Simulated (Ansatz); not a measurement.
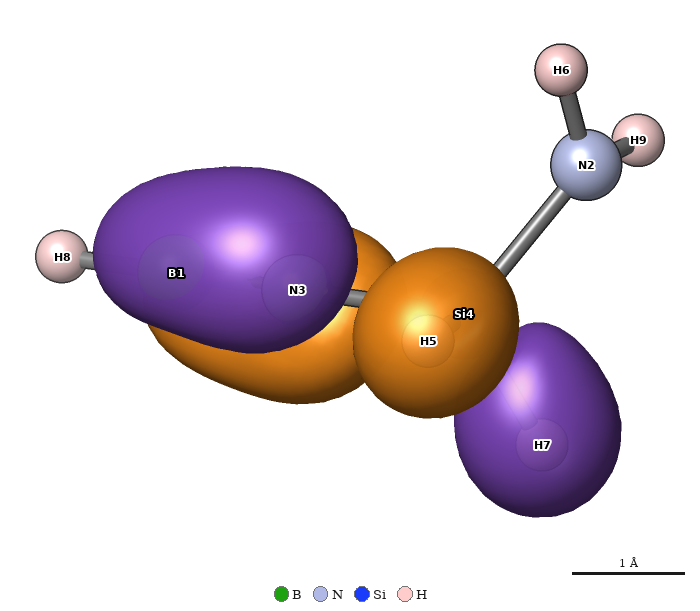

*BH5N2Si (SMILES B=N[SiH2]N). The HOMO−1 at ±0.15 Å⁻³ᐟ² (orange and purple are the two phases), seen at a tilt.*

Geometry: PBE0-D3(BJ)/def2-SVP.

Computed with Ansatz 0.2.0, isolated molecule in a Gaussian basis; Kohn-Sham density functional theory, functional PBE0.

The calculation's input:

```
crystal:
  periodic: [false, false, false]
  atoms:
    - symbol: B
      position_ang: [-1.865286, -1.034733, -0.515330]
    - symbol: N
      position_ang: [1.661114, 0.941920, -0.460159]
    - symbol: "N"
      position_ang: [-0.620707, -0.885533, -0.522088]
    - symbol: Si
      position_ang: [1.098211, -0.685860, -0.532298]
    - symbol: H
      position_ang: [1.639728, -1.396976, 0.660293]
    - symbol: H
      position_ang: [1.551600, 1.467444, 0.400323]
    - symbol: H
      position_ang: [1.611117, -1.277576, -1.800369]
    - symbol: H
      position_ang: [-3.040801, -1.171500, -0.508619]
    - symbol: H
      position_ang: [1.532855, 1.547604, -1.263463]
basis:
  gaussian:
    orbitals: def2-TZVPD
output: {forces: true, orbitals: {seedname: orbitals}}
hamiltonian:
  xc: pbe0
```

Launched as:

```sh
ansatz run input.yaml --threads 2 --pin off --max-ram 4350MiB --events-out events.jsonl --progress --plain --runs-dir runs
```

Q: Where does this orbital lie, and at what energy?

A: It lies mainly on N3 (about 40 %), B1 (about 20 %), Si4 (about 15 %), H5 (about 10 %) and H7 (about 10 %). Its energy is −8.15 eV.
